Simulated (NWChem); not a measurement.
**UB3LYP/6-311+G(d,p) run of BNH3S (SMILES N[B]S)**

Aim: the vertical ionisation energy of BNH3S at UB3LYP/6-311+G**, from 2 runs. 

The calculation is run with NWChem 7.3.0.

### 1 Starting point

The species is BNH3S (6 atoms), meant as a doublet with charge 0. As SMILES, `N[B]S`. The coordinates come from a PBE0-D4/def2-TZVP relaxation. This is a higher conformer, about 7 kJ/mol above the lowest found by a separate search.

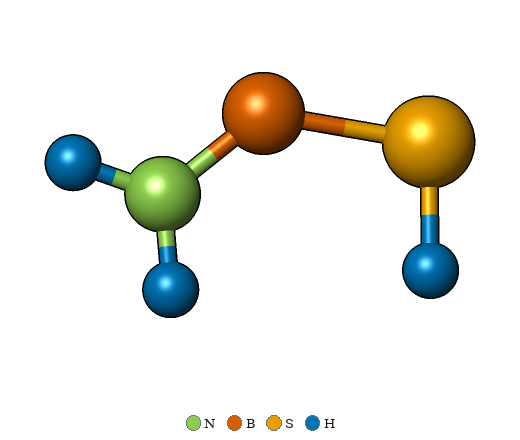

The structure, seen from a chosen angle (nitrogen green, boron orange, sulfur amber, hydrogen blue).

### 2 A single-point energy at UB3LYP/6-311+G(d,p)

Contents of mol.nw:

```
start mol
memory total 2200 mb
charge 0
geometry noautosym nocenter noautoz
N    -0.621200    0.083000   -0.756700
B    -0.538400   -0.445500    0.515700
S     0.781100   -0.475200    1.709200
H    -1.454200    0.016000   -1.315600
H     0.135500    0.569200   -1.216600
H     1.739200    0.188500    1.017800
end
basis "ao basis" spherical bse
* library 6-311+G**
end
dft
xc b3lyp
mult 2
grid fine
convergence energy 1e-08
iterations 100
mulliken
noprint "final vectors analysis"
end
task dft energy
```

Launch:

```
$ nwchem mol.nw > mol.out
```

The program printed:

```text
[...]
          Wavefunction type:  spin polarized.
          No. of atoms     :     6
          No. of electrons :    31
[...]
          Charge           :     0
          Spin multiplicity:     2
[...]
          AO basis - number of functions:    92
[...]
              XC Information
              --------------
                         B3LYP Method XC Potential
                     Hartree-Fock (Exact) Exchange  0.200
                        Slater Exchange Functional  0.800 local
                    Becke 1988 Exchange Functional  0.720 non-local
              Lee-Yang-Parr Correlation Functional  0.810
                  VWN I RPA Correlation Functional  0.190 local
[...]
 d= 0,ls=0.0,diis     1   -479.5881534526 -5.61D+02  9.12D-03  2.40D-01     2.2
[...]
 d= 0,ls=0.0,diis    11   -479.6535825843 -7.70D-09  2.64D-07  1.03D-09    20.1
[...]
         Total DFT energy =     -479.653582584305
      One electron energy =     -821.417310949930
           Coulomb energy =      297.888045218294
    Exchange-Corr. energy =      -37.829535674288
 Nuclear repulsion energy =       81.705218821619
[...]
      Total Density - Mulliken Population Analysis
     ---------------------------------------------
    Atom       Charge   Shell Charges
 -----------   ------   -------------------------------------------------------
    1 N    7     7.51   1.09  0.90  0.82  0.85  1.83  0.58  1.31 -0.03  0.14  0.02
    2 B    5     5.07   1.13  0.86  0.46  0.66  0.96  0.39  0.35  0.12  0.03  0.11
    3 S   16    15.94   0.77  1.19  0.93  1.06  1.10  0.81  1.86  4.01  1.08  2.52  0.75 -0.08 -0.12  0.05
    4 H    1     0.74   0.27  0.40  0.02  0.04
    5 H    1     0.77   0.27  0.41  0.04  0.04
    6 H    1     0.98   0.25  0.54  0.16  0.03
[...]
      <S2> =      0.7528 (Exact =     0.7500)
[...]
```

It took 21 s on 1 thread of Intel Xeon Platinum 8375C at 2.90GHz (Ice Lake), shared host; peak memory 0.12 GiB.

### 3 The singlet cation at the same level

Contents of a.nw:

```
start a
title "BH3NS B3LYP"
memory 2200 mb
charge 1
geometry units angstrom noautosym nocenter noautoz
   N     -0.621200     0.083000    -0.756700
   B     -0.538400    -0.445500     0.515700
   S      0.781100    -0.475200     1.709200
   H     -1.454200     0.016000    -1.315600
   H      0.135500     0.569200    -1.216600
   H      1.739200     0.188500     1.017800
end
basis "ao basis" spherical bse
   * library 6-311+G**
end
dft
   xc b3lyp
   grid fine
   convergence energy 1e-08
   iterations 100
   mulliken
   print low
end
task dft energy
```

Launch:

```
$ nwchem a.nw > a.out
```

The program printed:

```text
[...]
 d= 0,ls=0.0,diis     1   -479.1394892831 -5.61D+02  2.73D-02  3.74D+00     1.7
[...]
 d= 0,ls=0.0,diis    12   -479.3542097067 -2.81D-09  3.46D-07  9.81D-10    15.4
         Total DFT energy =     -479.354209706720
      One electron energy =     -813.654608717051
           Coulomb energy =      290.116384738332
    Exchange-Corr. energy =      -37.521204549619
 Nuclear repulsion energy =       81.705218821619
[...]
      Total Density - Mulliken Population Analysis
     ---------------------------------------------
    Atom       Charge   Shell Charges
 -----------   ------   -------------------------------------------------------
    1 N    7     7.39   1.09  0.90  0.82  0.85  1.84  0.57  1.26 -0.04  0.09  0.01
    2 B    5     4.70   1.13  0.86  0.41  0.71  0.86  0.29  0.23  0.07  0.02  0.12
    3 S   16    15.70   0.77  1.19  0.93  1.06  1.12  0.80  1.86  4.01  1.07  2.47  0.55 -0.08 -0.12  0.05
    4 H    1     0.68   0.26  0.37 -0.00  0.04
    5 H    1     0.66   0.26  0.37 -0.01  0.05
    6 H    1     0.86   0.23  0.50  0.09  0.03
[...]
```

Wall time 16 s (1 thread of Intel Xeon Platinum 8375C at 2.90GHz (Ice Lake), shared host); peak memory 0.11 GiB.

### 4 What came out

Level: UB3LYP/6-311+G**.

| quantity | value |
| --- | --- |
| doublet BNH3S: total energy | -479.65358 Eh |
| doublet BNH3S: dipole moment | 3.00 D |
| doublet BNH3S: ⟨S²⟩ | 0.753 |
| singlet cation: total energy | -479.35421 Eh |
| vertical ionisation energy (to the singlet cation) | 8.146 eV |

**Reading.** The vertical ionisation energy comes to 8.15 eV (188 kcal/mol). Only the singlet of the ionised species was computed; a triplet could lie lower. Mulliken charges (doublet BNH3S) run from -0.51 on N1 to +0.26 on H4; in a basis this large or diffuse they mean little.
